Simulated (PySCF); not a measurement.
Molecule: SMILES F[Si](O[Si](Cl)(Cl)Cl)(F)F. Atoms near the plane z = 0.0 Å, at the PBE0/def2-SVP optimised geometry (x, y, z in Å): Si6 (-0.7, -1.0, 0.0), Cl7 (1.4, -1.0, 0.0), Cl9 (-1.4, 1.0, 0.0).

Calculation: PBE0/def2-TZVP (PySCF 2.14.0). Cells within 0.4 Å of a nucleus heavier than hydrogen are left out (blank, or x). The values are rescaled to run from 0 to 1.

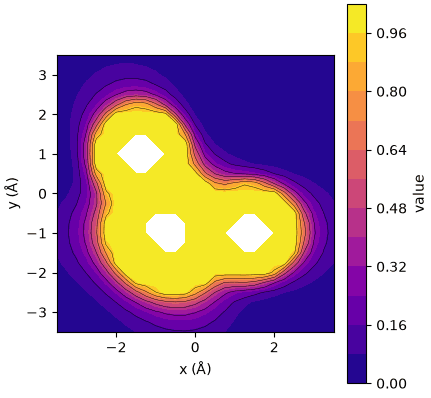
Figure: a field on the plane z = 0.0 Å.

Problem. Which quantity is mapped?
A. log10 of the electron density
B. an orbital amplitude
C. electron localisation function
D. electrostatic potential

Solution. D, electrostatic potential. In full: electrostatic potential (hartree/e), clipped to [-0.08, 0.12].
